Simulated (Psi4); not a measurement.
# BLYP/def2-SVPD run of BCl3 (boron trichloride)

Aim: the vertical ionisation energy of BCl3 (boron trichloride) at BLYP/def2-SVPD, from 2 runs. 

The calculation is run with Psi4 1.11.

1 further run of the same task is left out (set aside as unsound or not needed).

### Step 1. The system as given

BCl3 has 4 atoms, charge 0, and is taken as a singlet. SMILES: `ClB(Cl)Cl`. Geometry: relaxed at GFN2-xTB.

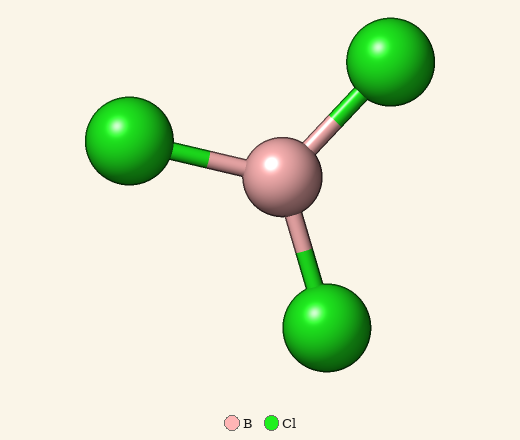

Viewed from a chosen angle; boron pink, chlorine green.

### Step 2. Energy and gradient at BLYP/def2-SVPD

Contents of run.py:

```python
import psi4

psi4.set_memory(1600000000)
psi4.set_num_threads(1)
psi4.set_output_file('output.dat', False)

mol = psi4.geometry("""
B      0.00100155     0.00075589     0.00761560
Cl     3.25441074    -0.05196747     0.02243105
Cl    -1.58217320     2.84519055    -0.03503552
Cl    -1.67323910    -2.79397897     0.00498888
units bohr
symmetry c1
no_reorient
no_com
""")

psi4.set_options({
    'basis': 'def2-SVPD',
    'reference': 'rks',
    'puream': True,
    'e_convergence': 1e-09,
    'd_convergence': 1e-08,
    'scf_type': 'pk',
    'dft_radial_points': 99,
    'dft_spherical_points': 590,
})

E, wfn = psi4.gradient("blyp", return_wfn=True)
print('gradient / Eh bohr^-1')
print(E.np.round(6))
print(f'energy = {wfn.energy():.10f} Eh')
for k, v in sorted(psi4.core.scalar_variables().items()):
    print(f'{k:45s} {v:18.10f}')
```

Run with:

```
$ python run.py
```

output.dat:

```text
[...]
  Running in c1 symmetry.
[...]
  Nuclear repulsion =  232.068677191044173
[...]
  Multiplicity = 1
[...]
  Nalpha       = 28
  Nbeta        = 28
[...]
    Number of basis functions: 101
[...]
   @RKS iter   1: -1405.00664453516288    2.26352e-01   4.28730e-03 DIIS/ADIIS
[...]
   @RKS iter  10: -1405.11372131984717   -2.97860e-11   1.53355e-09 DIIS
[...]
    Orbital Energies [Eh]
    ---------------------
    Doubly Occupied:
       1A   -100.745079     2A   -100.744954     3A   -100.744791
       4A     -9.209350     5A     -9.209210     6A     -9.209030
       7A     -7.045543     8A     -7.045411     9A     -7.045242
      10A     -7.039950    11A     -7.039814    12A     -7.039637
      13A     -7.037420    14A     -7.037286    15A     -7.037113
      16A     -6.680970    17A     -0.822879    18A     -0.775141
      19A     -0.774839    20A     -0.478568    21A     -0.417025
      22A     -0.416897    23A     -0.372519    24A     -0.312982
      25A     -0.312907    26A     -0.309063    27A     -0.308870
      28A     -0.277447
[...]
  @RKS Final Energy: -1405.11372131984717
   => Energetics <=
    Nuclear Repulsion Energy =            232.0686771910441735
    One-Electron Energy =               -2400.1965229480001653
    Two-Electron Energy =                 851.7861875567969037
    DFT Exchange-Correlation Energy =     -88.7720631196879282
    Empirical Dispersion Energy =           0.0000000000000000
    VV10 Nonlocal Energy =                  0.0000000000000000
    Total Energy =                      -1405.1137213198471727
[...]
 Multipole Moments:
 ------------------------------------------------------------------------------------
     Multipole            Electronic (a.u.)      Nuclear  (a.u.)        Total (a.u.)
 ------------------------------------------------------------------------------------
 L = 1.  Multiply by 2.5417464519 to convert [e a0] to [Debye]
 Dipole X            :          0.0151820           -0.0120188            0.0031632
 Dipole Y            :          0.0111612           -0.0090707            0.0020905
 Dipole Z            :          0.0931907           -0.0913870            0.0018037
 Magnitude           :                                                    0.0041988
[...]
  -Total Gradient:
     Atom            X                  Y                   Z
    ------   -----------------  -----------------  -----------------
       1        0.000650829594     0.000431434805     0.000593717561
       2       -0.024953170545     0.000400846330    -0.000387946602
       3        0.011940874199    -0.021449442602     0.000046985148
       4        0.012356454134     0.020617239340    -0.000254297318
[...]
```

Standard output:

```text
gradient / Eh bohr^-1
[[ 6.5100e-04  4.3100e-04  5.9400e-04]
 [-2.4953e-02  4.0100e-04 -3.8800e-04]
 [ 1.1941e-02 -2.1449e-02  4.7000e-05]
 [ 1.2356e-02  2.0617e-02 -2.5400e-04]]
energy = -1405.1137213198 Eh
CURRENT ENERGY                                  -1405.1137213198
CURRENT REFERENCE ENERGY                        -1405.1137213198
DD SOLVATION ENERGY                                 0.0000000000
DFT FUNCTIONAL TOTAL ENERGY                     -1405.1137213198
DFT TOTAL ENERGY                                -1405.1137213198
DFT VV10 ENERGY                                     0.0000000000
DFT XC ENERGY                                     -88.7720631197
GRID ELECTRONS ALPHA                               27.9999998712
GRID ELECTRONS BETA                                27.9999998712
GRID ELECTRONS TOTAL                               55.9999997424
NUCLEAR REPULSION ENERGY                          232.0686771910
ONE-ELECTRON ENERGY                             -2400.1965229480
PCM POLARIZATION ENERGY                             0.0000000000
PE ENERGY                                           0.0000000000
SCF ITERATION ENERGY                            -1405.1137213198
SCF ITERATIONS                                     10.0000000000
SCF TOTAL ENERGY                                -1405.1137213198
TWO-ELECTRON ENERGY                               851.7861875568
XC GRID RADIAL POINTS                              99.0000000000
XC GRID SPHERICAL POINTS                          590.0000000000
XC GRID TOTAL POINTS                           223693.0000000000
```

It took 9.9 s on 1 thread of Intel Xeon 6975P-C (Granite Rapids), shared host; peak memory 0.69 GiB.

### Step 3. The doublet cation: a single-point energy at UBLYP/def2-SVPD

Contents of bcl3.xyz:

```xyz
4
BCl3
B      0.000530     0.000400     0.004030
Cl     1.722160    -0.027500     0.011870
Cl    -0.837250     1.505610    -0.018540
Cl    -0.885440    -1.478510     0.002640
```

Contents of run.py:

```python
import psi4

psi4.set_memory(1600000000)
psi4.set_num_threads(1)
psi4.core.set_output_file('bcl3.out', False)

with open('bcl3.xyz') as f:
    atoms = ''.join(f.readlines()[2:])
geom = psi4.geometry('1 2\n' + atoms + 'symmetry c1\nno_reorient\nno_com')

psi4.set_options({
    'basis': 'def2-SVPD',
    'reference': 'uks',
    'puream': True,
    'e_convergence': 1e-09,
    'd_convergence': 1e-08,
    'scf_type': 'pk',
    'dft_radial_points': 99,
    'dft_spherical_points': 590,
    'maxiter': 200,
})

result, w = psi4.energy("blyp", molecule=geom, return_wfn=True)
psi4.oeprop(w, "MAYER_INDICES", "DIPOLE", "MULLIKEN_CHARGES")
print(f'blyp energy: {result:.10f} Eh')
for k, v in sorted(psi4.core.scalar_variables().items()):
    print(f'{k:45s} {v:18.10f}')
```

Run with:

```
$ python run.py
```

bcl3.out:

```text
[...]
  Running in c1 symmetry.
[...]
  Nuclear repulsion =  232.068676989029029
[...]
  Multiplicity = 2
[...]
  Nalpha       = 28
  Nbeta        = 27
[...]
    Number of basis functions: 101
[...]
   @UKS iter   1: -1404.67516835846209    5.57828e-01   2.91949e-03 DIIS/ADIIS
[...]
   @UKS iter  13: -1404.72180639394742   -1.81899e-12   2.91799e-09 DIIS
[...]
   @S^2 Observed:                7.514389473E-01
[...]
    Orbital Energies [Eh]
    ---------------------
    Alpha Occupied:
       1A   -101.007351     2A   -101.007327     3A   -101.007250
       4A     -9.468555     5A     -9.468553     6A     -9.468492
       7A     -7.303087     8A     -7.303085     9A     -7.303056
      10A     -7.302949    11A     -7.302927    12A     -7.302904
      13A     -7.296664    14A     -7.296653    15A     -7.296642
      16A     -6.914428    17A     -1.069794    18A     -1.023915
      19A     -1.023775    20A     -0.715314    21A     -0.656525
      22A     -0.656484    23A     -0.603126    24A     -0.563094
      25A     -0.563018    26A     -0.542411    27A     -0.542350
      28A     -0.533333
    Alpha Virtual:
[...]
  @UKS Final Energy: -1404.72180639394742
   => Energetics <=
    Nuclear Repulsion Energy =            232.0686769890290293
    One-Electron Energy =               -2386.2245330498399198
    Two-Electron Energy =                 837.8594368590333943
    DFT Exchange-Correlation Energy =     -88.4253871921698504
    Empirical Dispersion Energy =           0.0000000000000000
    VV10 Nonlocal Energy =                  0.0000000000000000
    Total Energy =                      -1404.7218063939474177
[...]
 Multipole Moments:
 ------------------------------------------------------------------------------------
     Multipole            Electronic (a.u.)      Nuclear  (a.u.)        Total (a.u.)
 ------------------------------------------------------------------------------------
 L = 1.  Multiply by 2.5417464519 to convert [e a0] to [Debye]
 Dipole X            :          0.0123460           -0.0120187            0.0003274
 Dipole Y            :          0.0092797           -0.0090707            0.0002091
 Dipole Z            :          0.0918921           -0.0913872            0.0005049
 Magnitude           :                                                    0.0006370
[...]
  Mulliken Charges: (a.u.)
   Center  Symbol    Alpha    Beta     Spin     Total
       1     B     1.90219  1.98656 -0.08437  1.11126
       2    CL     8.69851  8.33803  0.36047 -0.03654
       3    CL     8.69921  8.33784  0.36137 -0.03705
       4    CL     8.70010  8.33757  0.36253 -0.03767
   Total alpha = 28.00000, Total beta = 27.00000, Total charge =  1.00000
  Mayer Bond Indices:
  Total Bond Index:
  Irrep: 1 Size: 4 x 4
[...]
```

On the terminal:

```text
blyp energy: -1404.7218063939 Eh
CURRENT ENERGY                                  -1404.7218063939
CURRENT REFERENCE ENERGY                        -1404.7218063939
DD SOLVATION ENERGY                                 0.0000000000
DFT FUNCTIONAL TOTAL ENERGY                     -1404.7218063939
DFT TOTAL ENERGY                                -1404.7218063939
DFT VV10 ENERGY                                     0.0000000000
DFT XC ENERGY                                     -88.4253871922
GRID ELECTRONS ALPHA                               27.9999998738
GRID ELECTRONS BETA                                26.9999998652
GRID ELECTRONS TOTAL                               54.9999997390
NUCLEAR REPULSION ENERGY                          232.0686769890
ONE-ELECTRON ENERGY                             -2386.2245330498
PCM POLARIZATION ENERGY                             0.0000000000
PE ENERGY                                           0.0000000000
SCF ITERATION ENERGY                            -1404.7218063939
SCF ITERATIONS                                     13.0000000000
SCF TOTAL ENERGY                                -1404.7218063939
TWO-ELECTRON ENERGY                               837.8594368590
XC GRID RADIAL POINTS                              99.0000000000
XC GRID SPHERICAL POINTS                          590.0000000000
XC GRID TOTAL POINTS                           223692.0000000000
```

Wall time 12 s (1 thread of Intel Xeon 6975P-C (Granite Rapids), shared host); peak memory 0.69 GiB.

### Step 4. What came out

At BLYP/def2-SVPD:

```
                                          quantity           value
                        singlet BCl3: total energy  -1405.11372 Eh
                       singlet BCl3: dipole moment          0.01 D
                         singlet BCl3: HOMO energy        -7.55 eV
                         singlet BCl3: LUMO energy        -2.49 eV
                       singlet BCl3: HOMO–LUMO gap         5.06 eV
            singlet BCl3: largest force on an atom      1.283 eV/Å
                      doublet cation: total energy  -1404.72181 Eh
doublet cation: HOMO energy (highest over α and β)       -14.51 eV
 doublet cation: LUMO energy (lowest over α and β)       -13.81 eV
                              doublet cation: ⟨S²⟩           0.751
vertical ionisation energy (to the doublet cation)       10.665 eV
```

In words: Removing an electron at fixed nuclei costs 10.66 eV (246 kcal/mol). The largest force (singlet BCl3) is 1.28 eV/Å: the shape isn't a stationary point for this species at this level. −ε(HOMO) before ionisation, 7.55 eV, is 3.11 eV below this ionisation energy. Mulliken charges (doublet cation) run from -0.04 on Cl4 to +1.11 on B1; in a basis this large or diffuse they mean little.
